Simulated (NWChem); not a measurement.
# doublet [S2F2]+: levels of theory compared

Wanted: a comparison of 6 runs (UHF/3-21G, UPBE0/def2-SVPD, UB3LYP/6-31G*, UB3LYP/def2-SVPD, UM06-2X/def2-SVPD, UMP2/def2-SVPD) of doublet [S2F2]+. 

Program for the calculation: NWChem 7.3.0.

29 further runs of the same task are left out: 29 set aside as unsound or not needed. Runs told in other sessions of the task aren't counted.

## 1. The structure to begin with

The species is [S2F2]+ (4 atoms), meant as a doublet with charge +1. As SMILES of the parent species, `FS(F)=S`. The coordinates come from a PBE0-D4/def2-TZVP relaxation. That shape belongs to the parent species and isn't relaxed for this state.

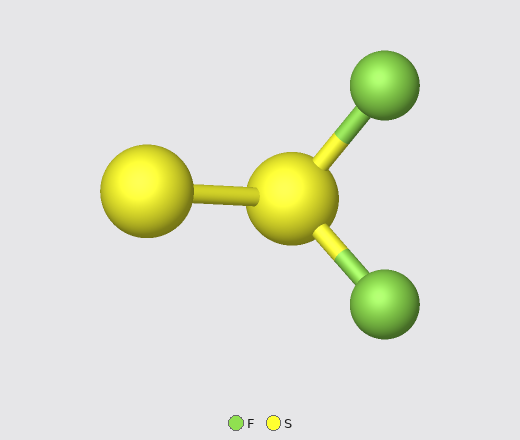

The structure, seen from a chosen angle (fluorine green, sulfur yellow).

## 2. A single-point energy at UHF/3-21G (run 1)

File nw.nw:

```
START nw
TITLE "F2S2"
memory total 2200 mb
charge 1

GEOMETRY noautosym nocenter noautoz
F      0.734930     0.336790     1.199050
S     -0.480890    -0.090070     0.240730
F      0.313460    -1.382440    -0.286190
S     -0.567510     1.135710    -1.153590
END

BASIS spherical bse
F library 3-21G
S library 3-21G
END

SCF
doublet
uhf
thresh 1e-08
maxiter 80
noprint "final vectors analysis"
END

TASK scf
```

Started as:

```
$ nwchem nw.nw > nw.out
```

Output:

```text
[...]
  functions       =    44
[...]
  wavefunction    = UHF
[...]
         Total SCF energy =   -988.400172512690
      One electron energy =  -1835.086725044413
      Two electron energy =    606.015493388661
 Nuclear repulsion energy =    240.671059143062
                       Sz =      0.5000
                 Sz(Sz+1) =      0.7500
                      S^2 =      0.7583
[...]
```

It took 3 s on 1 thread of Intel Xeon at 2.60GHz (Ice Lake), shared host; peak memory 0.099 GiB.

## 3. The energy at UPBE0/def2-SVPD (run 2)

File struct.nw:

```
start struct
memory stack 880 mb heap 220 mb global 1100 mb
charge 1

geometry noautosym nocenter noautoz
  F     0.734930    0.336790    1.199050
  S    -0.480890   -0.090070    0.240730
  F     0.313460   -1.382440   -0.286190
  S    -0.567510    1.135710   -1.153590
end

basis spherical bse
  * library def2-SVPD
end

dft
  xc pbe0
  mult 2
  grid fine
  convergence energy 1e-08
  maxiter 100
  mulliken
  print low
end

task dft energy
```

Started as:

```
$ nwchem struct.nw > struct.out
```

Output:

```text
[...]
 d= 0,ls=0.0,diis     1   -994.6172884297 -1.24D+03  9.86D-03  4.58D-01     2.3
[...]
 d= 0,ls=0.0,diis    13   -994.7811564520 -3.65D-09  4.45D-07  2.47D-10    25.8
[...]
         Total DFT energy =     -994.781156452030
      One electron energy =    -1841.476698376172
           Coulomb energy =      677.480928543704
    Exchange-Corr. energy =      -71.456445762623
 Nuclear repulsion energy =      240.671059143062
[...]
      Total Density - Mulliken Population Analysis
     ---------------------------------------------
    Atom       Charge   Shell Charges
 -----------   ------   -------------------------------------------------------
    1 F    9     9.26   1.99  1.16  0.80  0.01  3.28  1.92  0.09  0.01 -0.00
    2 S   16    14.85   2.00  1.98  1.40  0.18 -0.05  5.92  1.59  1.43  0.05  0.35 -0.03
    3 F    9     9.26   1.99  1.16  0.80  0.01  3.28  1.92  0.09  0.01 -0.00
    4 S   16    15.62   2.00  1.99  1.39  0.52 -0.04  5.92  1.74  1.92  0.07  0.07  0.03
[...]
      <S2> =      0.7578 (Exact =     0.7500)
[...]
```

Run time: 26 s. Hardware: 1 thread of Intel Xeon at 2.60GHz (Ice Lake), shared host; peak memory 0.11 GiB.

Runs 3 to 4 aren't shown in full; the table further down has their settings and results.

## 4. A single-point energy at UM06-2X/def2-SVPD (run 5)

File run.nw:

```
start run
title "F2S2 energy"
memory total 2200 mb
charge 1

geometry units angstrom noautosym nocenter noautoz
 F     0.734930    0.336790    1.199050
 S    -0.480890   -0.090070    0.240730
 F     0.313460   -1.382440   -0.286190
 S    -0.567510    1.135710   -1.153590
end

basis spherical bse
 * library def2-SVPD
end

dft
 xc m06-2x
 mult 2
 grid fine
 convergence energy 1e-08
 iterations 100
 mulliken
 noprint "final vectors analysis"
end

task dft
```

Started as:

```
$ nwchem run.nw > run.out
```

Output:

```text
[...]
          Wavefunction type:  spin polarized.
          No. of atoms     :     4
          No. of electrons :    49
[...]
          Charge           :     1
          Spin multiplicity:     2
[...]
          AO basis - number of functions:   100
[...]
              XC Information
              --------------
                       M06-2X Method XC Functional
                     Hartree-Fock (Exact) Exchange  0.540
                        M06-2X Exchange Functional  1.000
                      M06-2X Correlation Potential  1.000
[...]
 d= 0,ls=0.0,diis     1   -994.9840050858 -1.24D+03  7.87D-03  4.05D-01     2.8
[...]
 d= 0,ls=0.0,diis    13   -995.1377954270 -7.30D-10  1.50D-07  9.86D-11    31.9
[...]
         Total DFT energy =     -995.137795427044
      One electron energy =    -1841.426193021189
           Coulomb energy =      677.461103450785
    Exchange-Corr. energy =      -71.843764999701
 Nuclear repulsion energy =      240.671059143062
[...]
      Total Density - Mulliken Population Analysis
     ---------------------------------------------
    Atom       Charge   Shell Charges
 -----------   ------   -------------------------------------------------------
    1 F    9     9.28   1.99  1.15  0.81  0.02  3.28  1.94  0.09  0.01 -0.00
    2 S   16    14.83   2.00  1.99  1.37  0.22 -0.04  5.93  1.57  1.42  0.05  0.34 -0.03
    3 F    9     9.28   1.99  1.15  0.81  0.02  3.28  1.94  0.09  0.01 -0.00
    4 S   16    15.61   2.00  1.99  1.38  0.53 -0.03  5.93  1.72  1.91  0.07  0.07  0.02
[...]
      <S2> =      0.7561 (Exact =     0.7500)
[...]
```

Wall time 33 s (1 thread of Intel Xeon at 2.60GHz (Ice Lake), shared host); peak memory 0.11 GiB.

## 5. A single-point energy at UMP2/def2-SVPD (run 6)

File run.py:

```python
from ase import Atoms
from ase.calculators.nwchem import NWChem

system = Atoms('FSFS', positions=[
    [0.734930, 0.336790, 1.199050],
    [-0.480890, -0.090070, 0.240730],
    [0.313460, -1.382440, -0.286190],
    [-0.567510, 1.135710, -1.153590],
])

calc = NWChem(
    label='sp',
    theory='mp2',
    memory='2200 mb',
    basis='def2-SVPD',
    basispar='spherical bse',
    charge=1,
    scf={'nopen': '1', 'uhf': None, 'thresh': '1e-08', 'maxiter': '80'},
    mp2={'freeze': 'core 12', 'tight': None},
    task='energy',
)
system.calc = calc

print(f"energy = {system.get_potential_energy():.6f} eV")
```

Started as:

```
$ export ASE_NWCHEM_COMMAND="nwchem PREFIX.nwi > PREFIX.nwo"
$ python run.py
```

Output:

```text
energy = -27041.394751 eV
```

The calculator wrote sp.nwi:

```
title "sp"

permanent_dir sp

scratch_dir sp

start sp

geometry units angstrom nocenter noautosym noautoz
  F  7.3492999999999997e-01 3.3678999999999998e-01 1.1990499999999999e+00
  S  -4.8088999999999998e-01 -9.0069999999999997e-02 2.4073000000000000e-01
  F  3.1346000000000002e-01 -1.3824399999999999e+00 -2.8619000000000000e-01
  S  -5.6750999999999996e-01 1.1357100000000000e+00 -1.1535899999999999e+00
end

charge 1

memory 2200 mb

basis spherical bse noprint
   * library def2-SVPD
end

scf
  nopen 1
  uhf
  thresh 1e-08
  maxiter 80
end
mp2
  freeze core 12
  tight
end

task mp2 energy
```

sp.nwo:

```text
Northwest Computational Chemistry Package (NWChem) 7.3.0
             --------------------------------------------------------

           Job information
           ---------------

    nwchem branch   = 7.3.0
    use scalapack   = T
    input           = sp.nwi
    prefix          = sp.
    data base       = sp/sp.db
    status          = startup
    nproc           =        1

           Memory information
           ------------------

[... 5 lines left out ...]
    hardfail = no
[... 36 lines left out ...]
            Nuclear Dipole moment (a.u.)
[... 76 lines left out ...]
 2-e energy   =     596.905984
[... 20 lines left out ...]
  ga_iter_lsolve: convergence stagnant ... aborting solve
[... 7 lines left out ...]
      One electron energy =  -1840.789752884051
[... 9 lines left out ...]
          Final alpha eigenvalues
[... 395 lines left out ...]
                     UHF Final Beta Molecular Orbital Analysis
[... 427 lines left out ...]
          ---------------------------------------------------
                    Spin Component Scaled (SCS) MP2
          Same spin pairs                     -0.177454338932
          Same spin scaling factor             0.333333333333
          Opposite spin pairs                 -0.470092875802
          Opposite spin scaling fact.          1.200000000000
          SCS-MP2 correlation energy          -0.623262897274
          Total SCS-MP2 energy              -993.728651547119
          ---------------------------------------------------

 -----------------------
 Task  times  cpu:       42.3s     wall:       42.3s
 Total times  cpu:       42.4s     wall:       42.4s
```

Run time: 44 s. Hardware: 1 thread of Intel Xeon at 2.60GHz (Ice Lake), shared host; peak memory 0.28 GiB.

## 6. The series

| run | level | iteration cap | module | energy (Eh) | ⟨S²⟩ | wall time |
| --- | --- | --- | --- | --- | --- | --- |
| 1 | UHF/3-21G | 80 | scf | -988.400173 | 0.758 | 3 s |
| 2 | UPBE0/def2-SVPD | 100 | dft | -994.781156 | 0.758 | 26 s |
| 3 | UB3LYP/6-31G* (spherical functions) | 100 | dft | -995.609608 | 0.755 | 24 s |
| 4 | UB3LYP/def2-SVPD | 100 | dft | -995.274232 | 0.756 | 26 s |
| 5 | UM06-2X/def2-SVPD | 100 | dft | -995.137795 | 0.756 | 33 s |
| 6 | UMP2/def2-SVPD | 80 | mp2 | -993.752936 | 0.771 | 44 s |

## 7. What came out

| quantity | value |
| --- | --- |
| run 6: total energy | -993.75294 Eh |
| run 6: HOMO energy (Hartree–Fock orbitals) (highest over α and β) | -19.11 eV |
| run 6: LUMO energy (Hartree–Fock orbitals) (lowest over α and β) | -8.46 eV |
| run 6: correlation energy (12 core orbitals frozen) | -647.5 mEh |
| run 6: ⟨S²⟩ of the reference determinant | 0.771 |

**Reading.** Totals of different functionals can't be ranked against each other. All runs together took 2.6 min, the longest 44 s.
